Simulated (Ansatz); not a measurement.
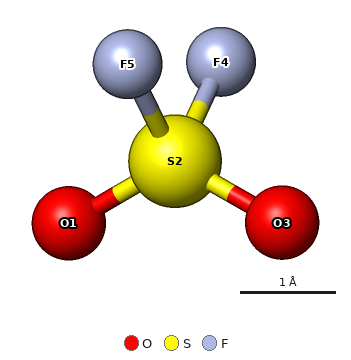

The input geometry of the first run (ball-and-stick view, seen at a tilt; atoms are numbered from 1 in the order of the input). Bond lengths as drawn: F–S 1.54 Å and O–S 1.40 Å.

# Two runs on SO$_{2}$F$_{2}$

System: SO$_{2}$F$_{2}$.
Method of the first run: RKS PBE-QIDH (frozen core)/def2-TZVPP (Ansatz 0.2.0).

The geometry comes from this level: PBE0-D4/def2-TZVP. Text and figures count atoms from 1; the logs count them from 0 in places.

**Input, the first run**
```yaml
crystal:
  periodic: [false, false, false]
  atoms:
    - {symbol: O, position_ang: [-0.388173, -0.151073, 1.421719]}
    - {symbol: S, position_ang: [0.070873, -0.096864, 0.095874]}
    - {symbol: O, position_ang: [1.129589, -0.862245, -0.418749]}
    - {symbol: F, position_ang: [-1.140880, -0.267578, -0.837449]}
    - {symbol: F, position_ang: [0.328593, 1.377759, -0.261405]}
basis:
  gaussian: {orbitals: def2-TZVPP}
hamiltonian: {xc: {name: PBE-QIDH}}
```

Hardware: 2 CPU threads, shared host.

**Output (the first run)**
```
Functional definition: PBE-QIDH
  parameter a = 3^(-1/3)
  parameter c = 1/3
  exchange = (1 - a)*pbe_x + a*exact_x
  correlation = (1 - c)*pbe_c + c*(mp2_os + mp2_ss)
1079 factors; integrals over basis functions are off by at most 8.3e-4 eV
mean field evaluation 1: about -20332.3069 eV, gradient 6.5e1 eV
mean field evaluation 2: about -20332.5755 eV, gradient 6.6e1 eV
mean field evaluation 4: about -20339.0848 eV, gradient 4.1e0 eV
mean field evaluation 8: about -20339.1361 eV, gradient 5.2e-1 eV
mean field evaluation 16: about -20339.1365 eV, gradient 5.8e-5 eV
mean field -20339.13654443 eV, -747.4494816460 hartree, gradient 1.5e-6 eV, S^2 0.000000; 0 other end points of the search recorded, 0 dependent functions left out
9 core orbitals not correlated: weight in the atoms' cores, before any rotation towards them, 1.000 or more for the frozen orbitals, at most 0.000 for the correlated occupied ones
reference -20339.13655067 eV, -747.4494818751 hartree; 16, 16 occupied and 141, 141 virtual orbitals, 1079 factors
second order -35.18220314 eV of doubles, -0.00000000 eV of singles
Total energy: -20350.86395171 eV, -747.8804559144 hartree
```

The input of the second run differs as follows (lines with − go, lines with + come):
```diff
-hamiltonian: {xc: {name: PBE-QIDH}}
+hamiltonian: {xc: {name: B2PLYP}}
```

Predict how the results change.

The total energies belong to different methods, so their difference says nothing on which is more stable or more accurate. The functional changes from PBE-QIDH to B2PLYP.

**Output (the second run)**
```
Functional definition: B2PLYP
  parameter a = 0.53
  parameter c = 0.27
  exchange = (1 - a)*b88_x + a*exact_x
  correlation = (1 - c)*lyp_c + c*(mp2_os + mp2_ss)
1079 factors; integrals over basis functions are off by at most 8.3e-4 eV
mean field evaluation 1: about -20339.9634 eV, gradient 7.2e1 eV
mean field evaluation 2: about -20340.4971 eV, gradient 7.4e1 eV
mean field evaluation 4: about -20348.3651 eV, gradient 6.6e0 eV
mean field evaluation 8: about -20348.4761 eV, gradient 8.2e-1 eV
mean field evaluation 16: about -20348.4770 eV, gradient 3.4e-5 eV
mean field -20348.47704436 eV, -747.7927386869 hartree, gradient 7.1e-7 eV, S^2 0.000000; 0 other end points of the search recorded, 0 dependent functions left out
9 core orbitals not correlated: weight in the atoms' cores, before any rotation towards them, 1.000 or more for the frozen orbitals, at most 0.000 for the correlated occupied ones
reference -20348.47715363 eV, -747.7927427026 hartree; 16, 16 occupied and 141, 141 virtual orbitals, 1079 factors
second order -37.83547346 eV of doubles, -0.00000000 eV of singles
Total energy: -20358.69273146 eV, -748.1681582636 hartree
```

**The two runs side by side**

```tsv
quantity	the first run	the second run
outcome	converged	converged
total energy (hartree)	−747.880456	−748.168158
basis functions	166	166
wall time (shared host)	3.4 s	3.1 s
```
